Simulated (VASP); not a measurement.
Band structure of Se (trig). These are MS2 meta-GGA, VASP's PBE PAW potentials (set 64) (plane waves; VASP) values and carry that method's errors.

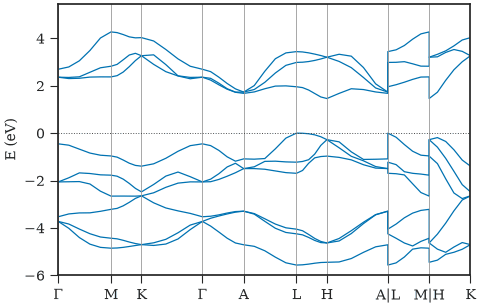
Figure. Bands along high-symmetry lines, zero at the valence-band maximum or, without a gap, the Fermi level

Task: Read the plot: is there a gap, and where are the band edges?

Result: The gap is indirect, 1.46 eV, from the valence maximum at L to the conduction minimum at H.

The compound is Se in the trig structure. It was relaxed first, which changed the volume by +6 %.
